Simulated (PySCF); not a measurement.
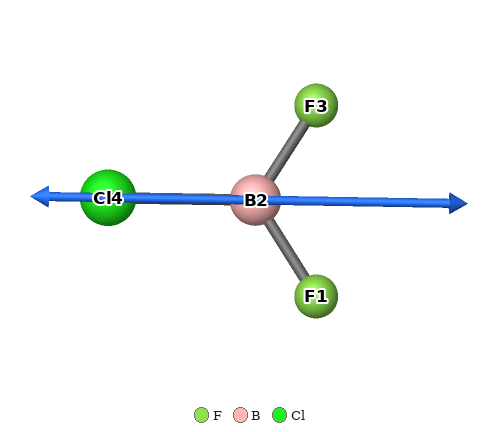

The double arrow shows the direction of the transition dipole to excited singlet state 3 (its length means nothing). The computed structure is the end point of a GFN2-xTB optimisation. No frequency run is at hand to confirm it as a minimum. Properties computed with TDDFT B3LYP/def2-SVPD, vertical, gas phase, core orbitals frozen in the response (PySCF 2.14.0).

Question: How is the transition polarised?

Answer: In the molecular plane, nearly parallel to the B2–Cl4 bond.

Question: Where does the transition lie, and how strong is it?

Answer: 8.91 eV (139 nm), oscillator strength 0.13, mainly HOMO−1 → LUMO (weight 0.93); transition dipole 1.98 D.

The geometry is semi-empirical. Around B such bond lengths and angles can be off by a tenth of an ångström or more and by several degrees, and values that hang on the shape move with them.
